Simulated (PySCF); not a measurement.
# C4H12AlN: electronic excitations

Aim: predict the electronic excitations of C4H12AlN (`C[C@@H]1C[C@H]1[AlH2-][NH3+]`).

The runs use PySCF 2.14.0, with density-fitted response routines of our own; the level of theory stands in each step. All values are computed, except where a source is named. Atoms count from 0, in the outputs and in this text.

## 1. The molecule as given

18 atoms, charge 0, multiplicity 1; geometry from: GFN2-xTB.

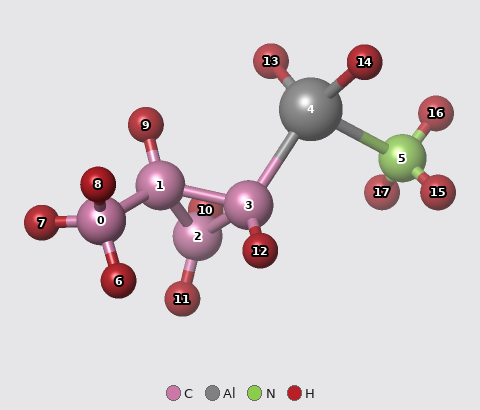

As it starts; carbon pink, aluminium grey, nitrogen green, hydrogen red, atoms numbered.

## 2. Excited states and response: B3LYP/def2-SVPD

What the job is given:

```
{"job": {"kind": "uv", "xc": "B3LYP", "basis": "def2-SVPD", "nstates": 8, "ntriplets": 3}, "charge": 0, "multiplicity": 1}
C     -2.756276     0.499718     0.267886
C     -1.376125     0.175713    -0.243700
C     -0.725757    -1.112864     0.110600
C     -0.176145     0.183306     0.685380
Al     1.410732     0.824993    -0.331667
N      2.912542    -0.415054     0.358160
H     -2.883789     0.132815     1.284932
H     -3.519436     0.040606    -0.361445
H     -2.920406     1.576934     0.269337
H     -1.196408     0.527792    -1.260183
H     -0.152915    -1.608941    -0.666478
H     -1.254310    -1.794875     0.762952
H     -0.468065     0.332555     1.726085
H      1.425850     0.333479    -1.822006
H      2.130484     2.172442    -0.010537
H      3.089613    -0.245991     1.345400
H      3.766186    -0.217230    -0.157099
H      2.685464    -1.399082     0.236447
```

Level: TDDFT B3LYP/def2-SVPD, vertical, gas phase, core orbitals frozen in the response.

Launch:

```sh
OMP_NUM_THREADS=1 python probes_run.py task.json out
```

One launch serves the whole session: the jobs run in the order shown.

Standard output:

```text
coarse grid: 14472 points
cycle   1  E = -456.4790177379  dE =  3.656e-01  |g| = 5.274e-01  |ddm| = 6.653e+00
cycle   2  E = -456.4337987615  dE =  4.522e-02  |g| = 6.848e-01  |ddm| = 1.898e+00
cycle   3  E = -456.5596098144  dE = -1.258e-01  |g| = 6.743e-02  |ddm| = 1.198e+00
cycle   4  E = -456.5607278759  dE = -1.118e-03  |g| = 2.634e-02  |ddm| = 1.794e-01
cycle   5  E = -456.5608900052  dE = -1.621e-04  |g| = 6.896e-03  |ddm| = 4.872e-02
cycle   6  E = -456.5609013581  dE = -1.135e-05  |g| = 1.949e-03  |ddm| = 1.283e-02
cycle   7  E = -456.5609022324  dE = -8.743e-07  |g| = 4.008e-04  |ddm| = 3.439e-03
final grid: 132184 points
cycle   8  E = -456.6293635121  dE = -5.721e-05  |g| = 6.085e-03  |ddm| = 1.938e-01
cycle   9  E = -456.6293564937  dE =  7.018e-06  |g| = 8.102e-03  |ddm| = 2.228e-02
cycle  10  E = -456.6293729281  dE = -1.643e-05  |g| = 4.296e-04  |ddm| = 1.073e-02
cycle  11  E = -456.6293729642  dE = -3.617e-08  |g| = 1.998e-04  |ddm| = 1.105e-03
cycle  12  E = -456.6293729737  dE = -9.494e-09  |g| = 4.112e-05  |ddm| = 3.872e-04
cycle  13  E = -456.6293729742  dE = -4.113e-10  |g| = 1.379e-05  |ddm| = 1.210e-04
converged SCF energy = -456.6293729742

Static polarisability (au): isotropic 87.917, principal 77.700 83.121 102.930

Singlet excitations
state   eV       nm        f      main configurations
  1   4.9055    252.7   0.00041   H->L 0.99
  2   5.6516    219.4   0.01483   H-1->L 0.93
  3   5.9657    207.8   0.02734   H-2->L 0.93
  4   6.2625    198.0   0.01374   H->L+1 0.97
  5   6.5201    190.2   0.01181   H->L+2 0.67, H-3->L 0.27
  6   6.5598    189.0   0.00766   H-3->L 0.69, H->L+2 0.25
  7   6.6829    185.5   0.02387   H->L+3 0.92
  8   6.7848    182.7   0.00744   H->L+4 0.86

Triplet excitations (Tamm-Dancoff, eV): 4.8552 5.5339 5.8839
```

Wall time 65 s (1 thread of Arm Neoverse N1, shared host); peak memory 0.87 GiB.

Frontier orbitals and where they lie:

```csv
orbital,eV,atoms
HOMO−3,-7.97,"C2 22 %, C3 19 %, C1 14 %"
HOMO−2,-7.40,"C3 25 %, H13 18 %, Al4 16 %"
HOMO−1,-7.15,"Al4 23 %, H14 18 %, H13 16 %"
HOMO,-6.36,"C3 30 %, C1 16 %, C2 16 %"
LUMO,-0.71,"Al4 26 %, N5 16 %, H16 15 %"
LUMO+1,0.77,"Al4 38 %, C0 10 %, H8 6 %"
LUMO+2,0.95,"Al4 37 %, H16 13 %, H17 8 %"
```

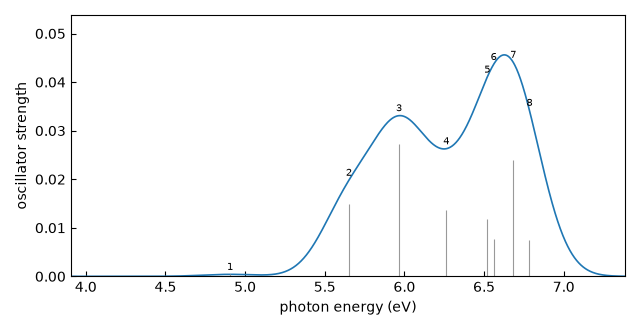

Absorption spectrum from the 8 singlet states computed; above the last one it falls off for lack of states. Lines are broadened to a width of 0.40 eV (Gaussian).

Ground-state properties from the same run:

```csv
property,computed
dipole moment (D),4.82
polarisability (Å³),13.03
HOMO–LUMO gap (eV),5.65
−ε(HOMO) (eV),6.36
```

## 3. What came out

| quantity | value |
| --- | --- |
| lowest singlet (B3LYP/def2-SVPD) | 4.91 eV (253 nm), f = 0.000 |
| brightest single state of those computed | state 3, 5.97 eV, f = 0.027 |
| lowest triplet | 4.86 eV |

The lowest singlet, at 4.91 eV, is HOMO→LUMO 0.99 and is dark; of the 8 states computed, the strongest absorption comes from state 3 at 5.97 eV. The lowest triplet lies 0.05 eV below the lowest singlet (triplets in Tamm-Dancoff, singlets in full TDDFT).
